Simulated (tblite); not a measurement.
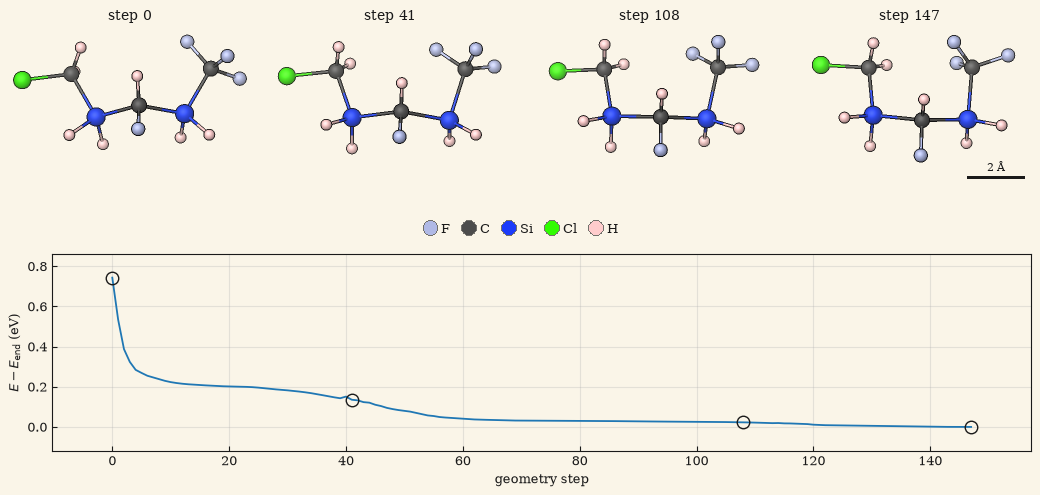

Frames of a relaxation of C3H7ClF4Si2, marked on the history of the run. A ball-and-stick model, seen at a tilt.

Computed with tblite 0.8.0, GFN2-xTB geometry optimisation, gas phase. 

Q: What happens along the run?

A: The largest move after the best rigid fit is that of an F atom, 2.04 Å. Largest moves by element: F 2.04 Å, H 1.19 Å, Cl 1.19 Å, C 0.71 Å, Si 0.32 Å. Among the contacts that change: C–Si 1.874 → 1.953 Å, C–Si 1.864 → 1.940 Å, C–Si 1.849 → 1.910 Å, C–F 1.390 → 1.344 Å. Among the angles between lasting bonds that change: C–Si–C 112.9° → 104.8°, H–Si–H 106.1° → 114.1°, Si–C–F 105.9° → 113.2°. Groups turn about C–Si by about 50°, C–Si by about 40°, C–Si by about 40°. Over 147 geometry steps the energy falls by 0.744 eV. From step 0 to 41: the Cl atom moves most (0.70 Å), energy −0.608 eV. From step 41 to 108: an F atom moves most (0.71 Å), energy −0.113 eV. From step 108 to 147: an F atom moves most (0.89 Å), energy −0.023 eV.
